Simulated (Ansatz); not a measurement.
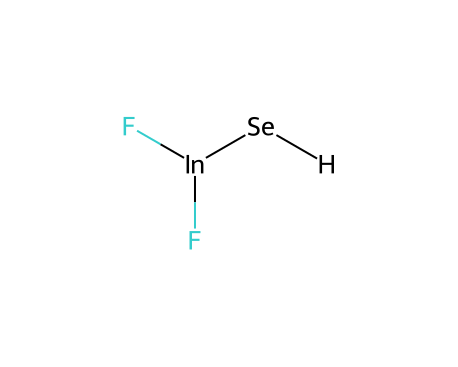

Structural formula above. Computed geometry: PBE0-D4/def2-TZVP optimisation.

Describe the 3D structure.

It has 5 atoms: 2 fluorine, 1 hydrogen, 1 indium and 1 selenium (F2HInSe). SMILES: `[F][In]([F])[SeH]`. The point group is Cs. All atoms lie on one plane. Coordination: 1 In trigonal planar; 1 Se bent.

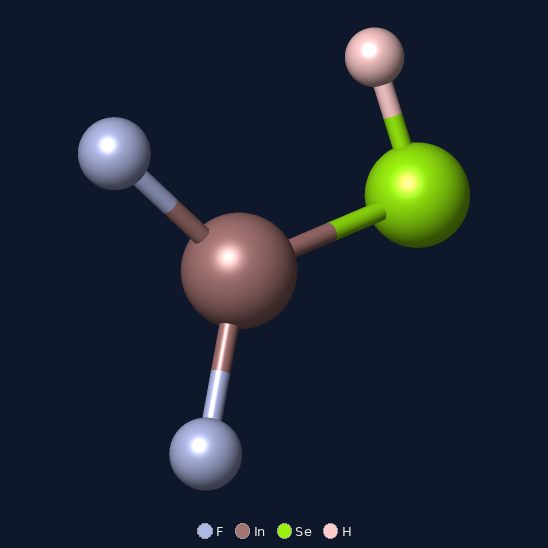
